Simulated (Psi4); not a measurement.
# A workflow on C4H4Si (SMILES C#C[SiH2]C#C)

We compute a structure relaxation (singlet C4H4Si, B3LYP/def2-SVPD), then a single-point energy (doublet C4H4Si+, UB3LYP/def2-SVPD), then a geometry optimisation (doublet C4H4Si+, UB3LYP/def2-SVPD), then the energy (doublet C4H4Si−, UB3LYP/def2-SVPD), then a structure relaxation (doublet C4H4Si−, UB3LYP/def2-SVPD) of C4H4Si. 

The results are computed with Psi4 1.11.

## (1) The structure to begin with

The species is C4H4Si (9 atoms), meant as a singlet with charge 0. SMILES: `C#C[SiH2]C#C`. Geometry: relaxed at PBE0-D4/def2-TZVP. The run starts from this shape.

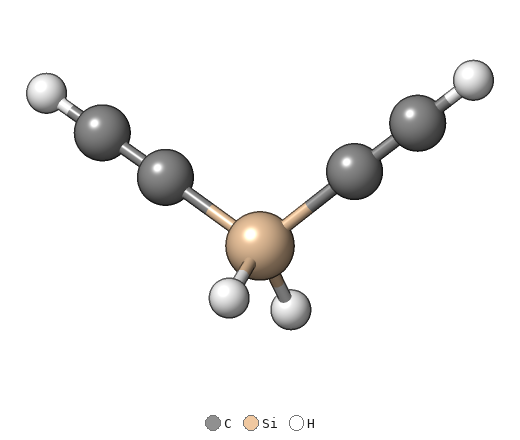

The structure, seen from a chosen angle (carbon grey, silicon light orange, hydrogen white).

## (2) A geometry optimisation at B3LYP/def2-SVPD (density fitting) (run 1)

The input, c4h4si.py:

```python
import psi4

psi4.set_memory(1600000000)
psi4.set_num_threads(1)
psi4.core.set_output_file('c4h4si.out', False)

molecule = psi4.geometry("""
0 1
C      1.986100    -0.068000     1.693000
C      1.245000    -0.318200     0.775800
Si     0.139500    -0.713800    -0.616400
C     -1.252900     0.459600    -0.648400
C     -2.180600     1.228700    -0.681700
H      2.639600     0.155600     2.505100
H      0.896100    -0.611400    -1.885800
H     -0.384600    -2.089300    -0.450100
H     -2.999800     1.910300    -0.708600
symmetry c1
""")

e, wfn = psi4.optimize('b3lyp/def2-SVPD', molecule=molecule, return_wfn=True)
print('E =', round(e, 9))
print(molecule.to_string(dtype='xyz', units='Angstrom'))
```

Run with:

```bash
$ python c4h4si.py
```

c4h4si.out:

```text
[...]
  Running in c1 symmetry.
[...]
  Nuclear repulsion =  162.997568696193724
[...]
  Multiplicity = 1
[...]
  Nalpha       = 21
  Nbeta        = 21
[...]
    Number of basis functions: 136
[...]
   @DF-RKS iter   1:  -443.68680041267311   -5.60071e-01   5.41049e-03 DIIS/ADIIS
[...]
   @DF-RKS iter   8:  -444.02012041980072   -1.70530e-12   1.00787e-09 DIIS
[...]
  @DF-RKS Final Energy:  -444.02012041980072
   => Energetics <=
    Nuclear Repulsion Energy =            161.6551291012497131
    One-Electron Energy =                -928.1665526738891003
    Two-Electron Energy =                 357.9507721203660822
    DFT Exchange-Correlation Energy =     -35.4594689675274424
    Empirical Dispersion Energy =           0.0000000000000000
    VV10 Nonlocal Energy =                  0.0000000000000000
    Total Energy =                       -444.0201204198007190
[...]
 Multipole Moments:
 ------------------------------------------------------------------------------------
     Multipole            Electronic (a.u.)      Nuclear  (a.u.)        Total (a.u.)
 ------------------------------------------------------------------------------------
 L = 1.  Multiply by 2.5417464519 to convert [e a0] to [Debye]
 Dipole X            :         -0.0976322            0.0686373           -0.0289949
 Dipole Y            :          0.5345692           -0.3762558            0.1583134
 Dipole Z            :          0.4631564           -0.3258375            0.1373189
 Magnitude           :                                                    0.2115663
[...]
  -Total Gradient:
     Atom            X                  Y                   Z
    ------   -----------------  -----------------  -----------------
       1        0.000044946778     0.000005710951     0.000035849105
       2       -0.000078304975     0.000002543147    -0.000059203314
       3       -0.000020773301     0.000107668160     0.000094021303
       4        0.000086704848    -0.000039255656     0.000023586040
       5       -0.000049913995     0.000026030188    -0.000008273950
       6        0.000006416473     0.000015296992     0.000023055567
       7       -0.000003255692    -0.000050312769    -0.000012655343
       8        0.000015592277    -0.000018042587    -0.000045826387
       9       -0.000014432697     0.000021901688     0.000011345272
[...]
```

The script printed:

```text
Some dependencies such as QCElemental have not yet finished migration to pydantic v2. If issues are encountered please downgrade pydantic or upgrade QCElemental as appropriate
Interior angle of 179.7 for bend B([5, 0, 2]) can't work in good torsion
AlgError: Exception created. Mesg: Could not compute T([5, 0, 2, 3]). Problem computing interior bend.
AlgError: Linear bends detected.
[5, 0, 2]
Interior angle of 179.7 for bend B([5, 0, 2]) can't work in good torsion
AlgError: Exception created. Mesg: Could not compute T([5, 0, 2, 6]). Problem computing interior bend.
AlgError: Linear bends detected.
[5, 0, 2]
Interior angle of 179.7 for bend B([5, 0, 2]) can't work in good torsion
AlgError: Exception created. Mesg: Could not compute T([5, 0, 2, 7]). Problem computing interior bend.
AlgError: Linear bends detected.
[5, 0, 2]
Interior angle of 179.7 for bend B([2, 4, 8]) can't work in good torsion
AlgError: Exception created. Mesg: Could not compute T([1, 2, 4, 8]). Problem computing interior bend.
AlgError: Linear bends detected.
[2, 4, 8]
Interior angle of 179.7 for bend B([2, 4, 8]) can't work in good torsion
AlgError: Exception created. Mesg: Could not compute T([6, 2, 4, 8]). Problem computing interior bend.
AlgError: Linear bends detected.
[2, 4, 8]
Interior angle of 179.7 for bend B([2, 4, 8]) can't work in good torsion
AlgError: Exception created. Mesg: Could not compute T([7, 2, 4, 8]). Problem computing interior bend.
AlgError: Linear bends detected.
[2, 4, 8]
	Previous geometry is closer to target in internal coordinates, so using that one.

	Best geometry has RMS(Delta(q)) = 1.39e-07

Optimizer: Optimization complete!
E = -444.02012042
9
0 1 C4H4Si
C                     1.986617022425    -0.008811695444     1.759919935407
C                     1.237101816380    -0.259628082232     0.834559177987
Si                    0.119707447823    -0.654728009268    -0.567549365087
C                    -1.285747384111     0.525932573329    -0.603802446467
C                    -2.222973889439     1.301375990634    -0.639403657193
H                     2.645931609634     0.215036112078     2.577372227628
H                     0.877800385636    -0.553218695804    -1.841459074791
H                    -0.404600892861    -2.035165920142    -0.402165230885
H                    -3.048699488506     1.987221936720    -0.668120669410
```

Wall time 25 s (1 thread of Intel Xeon 6975P-C (Granite Rapids), shared host); peak memory 0.97 GiB.

Step by step:

| step | energy from the first frame kept (eV) | largest force (eV/Å) |
| --- | --- | --- |
| 0 | 0.0000 | 0.9268 |
| 1 | -0.0219 | 0.0829 |
| 2 | -0.0220 | 0.0074 |

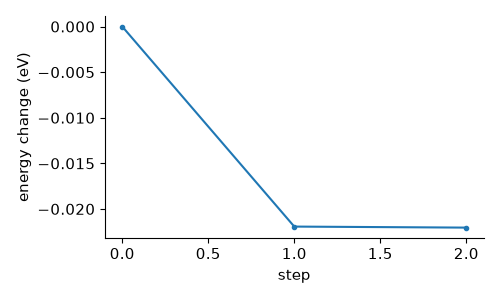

Energy along the run.

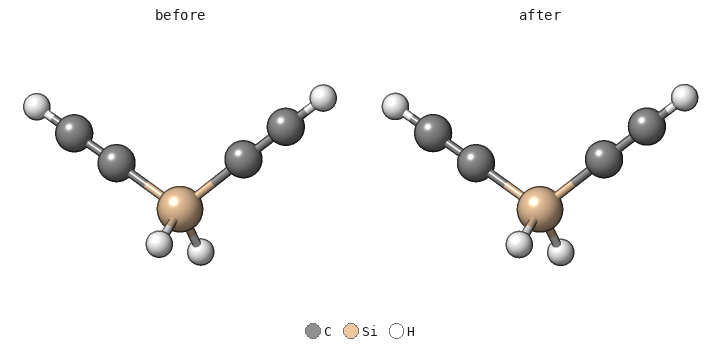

Before and after, at one scale.

After the run. Bond lengths: C1–C2 1.217 Å, C2–Si3 1.836 Å, Si3–C4 1.836 Å, C4–C5 1.217 Å, C1–H6 1.074 Å, Si3–H7 1.486 Å, Si3–H8 1.486 Å, C5–H9 1.074 Å. Angles: C1–C2–Si3 179.3°, C2–Si3–C4 110.0°, Si3–C4–C5 179.3°, C2–C1–H6 179.8°, C2–Si3–H7 109.2°, C2–Si3–H8 109.2°, C4–Si3–H7 109.3°, C4–Si3–H8 109.2°, C4–C5–H9 179.8°, H7–Si3–H8 109.8°.

## (3) The doublet cation: the energy at UB3LYP/def2-SVPD (density fitting) (run 2)

The input, input.in:

```
memory 1.6 GB

molecule {
  1 2
  C      2.006946    -0.071112     1.708373
  C      1.257431    -0.321928     0.783012
  Si     0.140036    -0.717028    -0.619097
  C     -1.265419     0.463633    -0.655350
  C     -2.202645     1.239076    -0.690951
  H      2.666260     0.152736     2.525825
  H      0.898129    -0.615519    -1.893006
  H     -0.384272    -2.097466    -0.453712
  H     -3.028371     1.924922    -0.719668
  units angstrom
  symmetry c1
}

set globals {
  basis     def2-SVPD
  reference uks
}

energy('b3lyp')
print_variables()
```

Run with:

```bash
$ psi4 -i input.in -o input.out -n 1
```

input.out:

```text
[...]
  Running in c1 symmetry.
[...]
  Nuclear repulsion =  161.655119294187102
[...]
  Multiplicity = 2
[...]
  Nalpha       = 21
  Nbeta        = 20
[...]
    Number of basis functions: 136
[...]
   @DF-UKS iter   1:  -443.33195257695718   -2.52910e-01   5.07569e-03 DIIS/ADIIS
[...]
   @DF-UKS iter  11:  -443.65059342713460   -7.56679e-08   6.72763e-07 DIIS
[...]
   @S^2 Observed:                7.549680541E-01
[...]
    Orbital Energies [Eh]
    ---------------------
    Alpha Occupied:
       1A    -66.362165     2A    -10.441445     3A    -10.441418
       4A    -10.416506     5A    -10.416430     6A     -5.523740
       7A     -3.886444     8A     -3.885646     9A     -3.885165
      10A     -0.983475    11A     -0.977577    12A     -0.813477
      13A     -0.753096    14A     -0.733251    15A     -0.648855
      16A     -0.610940    17A     -0.589757    18A     -0.532008
      19A     -0.521056    20A     -0.519717    21A     -0.511534
    Alpha Virtual:
      22A     -0.232586    23A     -0.226894    24A     -0.202981
      25A     -0.201616    26A     -0.140049    27A     -0.121698
[...]
  @DF-UKS Final Energy:  -443.65059342713460
   => Energetics <=
    Nuclear Repulsion Energy =            161.6551192941871022
    One-Electron Energy =                -919.1562282360534937
    Two-Electron Energy =                 349.0577447938375144
    DFT Exchange-Correlation Energy =     -35.2072292791057393
    Empirical Dispersion Energy =           0.0000000000000000
    VV10 Nonlocal Energy =                  0.0000000000000000
    Total Energy =                       -443.6505934271345950
[...]
 Multipole Moments:
 ------------------------------------------------------------------------------------
     Multipole            Electronic (a.u.)      Nuclear  (a.u.)        Total (a.u.)
 ------------------------------------------------------------------------------------
 L = 1.  Multiply by 2.5417464519 to convert [e a0] to [Debye]
 Dipole X            :         -0.1235838            0.0686367           -0.0549470
 Dipole Y            :          0.6757567           -0.3762563            0.2995004
 Dipole Z            :          0.5854444           -0.3258364            0.2596081
 Magnitude           :                                                    0.4001450
[...]
```

It took 13 s on 1 thread of Intel Xeon 6975P-C (Granite Rapids), shared host; peak memory 0.92 GiB.

## (4) The doublet cation: a geometry optimisation at UB3LYP/def2-SVPD (density fitting) (run 3)

The input, c4h4si.in:

```
memory 1600 MB

molecule {
  1 2
  C      2.006946    -0.071112     1.708373
  C      1.257431    -0.321928     0.783012
  Si     0.140036    -0.717028    -0.619097
  C     -1.265419     0.463633    -0.655350
  C     -2.202645     1.239076    -0.690951
  H      2.666260     0.152736     2.525825
  H      0.898129    -0.615519    -1.893006
  H     -0.384272    -2.097466    -0.453712
  H     -3.028371     1.924922    -0.719668
  units angstrom
  symmetry c1
}

set {
  basis def2-SVPD
  reference uks
  geom_maxiter 50
}

e, wfn = optimize("b3lyp", return_wfn=True)
```

Run with:

```bash
$ psi4 c4h4si.in c4h4si.out -n 1
```

c4h4si.out:

```text
[...]
  Running in c1 symmetry.
[...]
  Nuclear repulsion =  161.655119294187102
[...]
  Multiplicity = 2
[...]
  Nalpha       = 21
  Nbeta        = 20
[...]
    Number of basis functions: 136
[...]
   @DF-UKS iter   1:  -443.33195257695718   -2.52910e-01   5.07569e-03 DIIS/ADIIS
[...]
   @DF-UKS iter  11:  -443.65215975666922   -3.63229e-11   7.65190e-09 DIIS
[...]
   @S^2 Observed:                7.554318708E-01
[...]
  @DF-UKS Final Energy:  -443.65215975666922
   => Energetics <=
    Nuclear Repulsion Energy =            160.6727119083314221
    One-Electron Energy =                -917.2296516621751152
    Two-Electron Energy =                 348.0817789355957075
    DFT Exchange-Correlation Energy =     -35.1769989384212352
    Empirical Dispersion Energy =           0.0000000000000000
    VV10 Nonlocal Energy =                  0.0000000000000000
    Total Energy =                       -443.6521597566692208
[...]
 Multipole Moments:
 ------------------------------------------------------------------------------------
     Multipole            Electronic (a.u.)      Nuclear  (a.u.)        Total (a.u.)
 ------------------------------------------------------------------------------------
 L = 1.  Multiply by 2.5417464519 to convert [e a0] to [Debye]
 Dipole X            :         -0.1369300            0.0874626           -0.0494675
 Dipole Y            :          0.7496612           -0.4794769            0.2701843
 Dipole Z            :          0.6496038           -0.4152720            0.2343318
 Magnitude           :                                                    0.3610512
[...]
  -Total Gradient:
     Atom            X                  Y                   Z
    ------   -----------------  -----------------  -----------------
       1       -0.000078408710     0.000137750888    -0.000004820720
       2        0.000046982093    -0.000022842134     0.000058399040
       3        0.000010161773    -0.000062932986    -0.000052057611
       4       -0.000048245339     0.000047246442    -0.000042720953
       5        0.000047027436     0.000027028817     0.000149435495
       6        0.000021650131    -0.000074649695    -0.000018232349
       7       -0.000014759473    -0.000017935817     0.000015543329
       8        0.000015086057     0.000015578227    -0.000017466715
       9       -0.000002643693    -0.000031635907    -0.000072937090
[...]
```

The script printed:

```text
Interior angle of 179.8 for bend B([5, 0, 2]) can't work in good torsion
Interior angle of 179.8 for bend B([5, 0, 2]) can't work in good torsion
Interior angle of 179.8 for bend B([5, 0, 2]) can't work in good torsion
Interior angle of 179.8 for bend B([2, 4, 8]) can't work in good torsion
Interior angle of 179.8 for bend B([2, 4, 8]) can't work in good torsion
Interior angle of 179.8 for bend B([2, 4, 8]) can't work in good torsion
Optimizer: Optimization complete!
```

Run time: 96 s. Hardware: 1 thread of Intel Xeon 6975P-C (Granite Rapids), shared host; peak memory 1 GiB.

Steps, from the record of the run:

```csv
step,energy from the first frame kept (eV),largest force (eV/Å)
0,0.0000,1.7907
1,-0.0382,0.1136
2,-0.0404,0.0550
3,-0.0419,0.0520
4,-0.0422,0.0398
5,-0.0426,0.0082
```

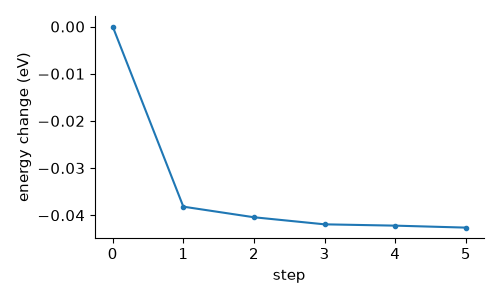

Energy along the run.

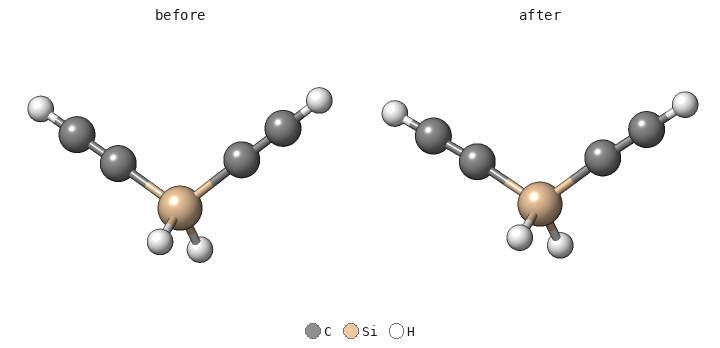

Before and after, at one scale.

After the run. Bond lengths: C1–C2 1.234 Å, C2–Si3 1.829 Å, Si3–C4 1.829 Å, C4–C5 1.234 Å, C1–H6 1.081 Å, Si3–H7 1.497 Å, Si3–H8 1.497 Å, C5–H9 1.081 Å. Angles: C1–C2–Si3 176.5°, C2–Si3–C4 113.4°, Si3–C4–C5 176.5°, C2–C1–H6 180.0°, C2–Si3–H7 108.1°, C2–Si3–H8 108.1°, C4–Si3–H7 108.1°, C4–Si3–H8 108.1°, C4–C5–H9 180.0°, H7–Si3–H8 111.0°.

(Part 1 of 2 ends here.)
